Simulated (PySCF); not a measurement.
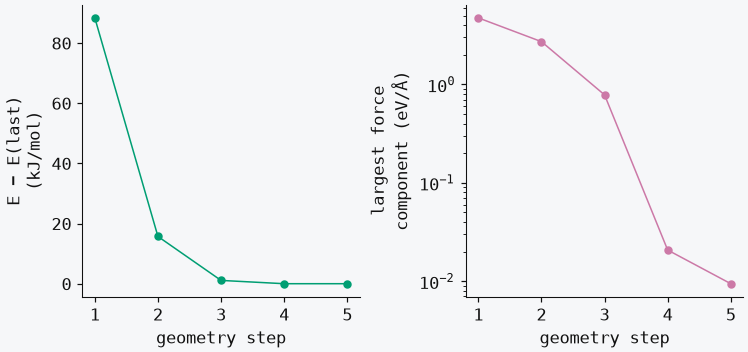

History of a geometry optimisation. The start has point group C2v, which is kept. A held symmetry can leave a saddle point.

- system: SiOCl2 (SMILES O=[Si](Cl)Cl)
- method: RKS-based PBE0, Si def2-TZVP, O def2-TZVP, Cl def2-TZVP; non-relativistic Hamiltonian; density fitting in PySCF 2.14.0

Q: How did the optimisation end?

A: The optimisation met its thresholds at geometry 5, counting the start as the first. The energy fell by about 88 kJ/mol from the first step to the last. The largest force component goes from about 4.7 eV/Å at the start to 9 × 10⁻³ eV/Å at the end.
